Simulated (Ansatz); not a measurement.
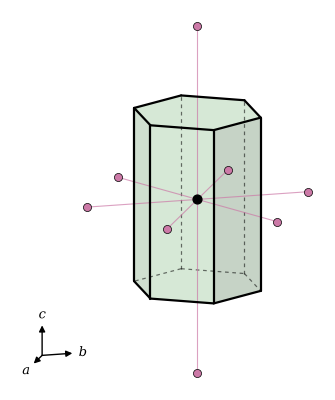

For Ru, a calculation's input that goes back to an entry of the Crystallography Open Database (an earlier step may have relaxed or displaced it): the Wigner–Seitz cell of the crystal's lattice, with lines to the lattice points that define its faces. Geometry calculated from the standardised cell; symmetry tolerance 0.002 Å.

a = 2.706 Å, b = 2.706 Å, c = 4.282 Å, α = 90.00°, β = 90.00°, γ = 120.00°; space group No. 194, P6_3/mmc.

Which of Fedorov's five parallelohedra is it?

A hexagonal prism: 8 faces (6 with 4 edges, 2 with 6 edges), 18 edges, 12 vertices. Its volume is that of the primitive cell, 27.1 Å³.

Which lattice vectors do the faces bisect?

| example | length (Å) | faces | edges of each | area (Å²) |
| --- | --- | --- | --- | --- |
| a + b | 2.71 | 6 | 4 | 6.7 |
| c | 4.28 | 2 | 6 | 6.3 |
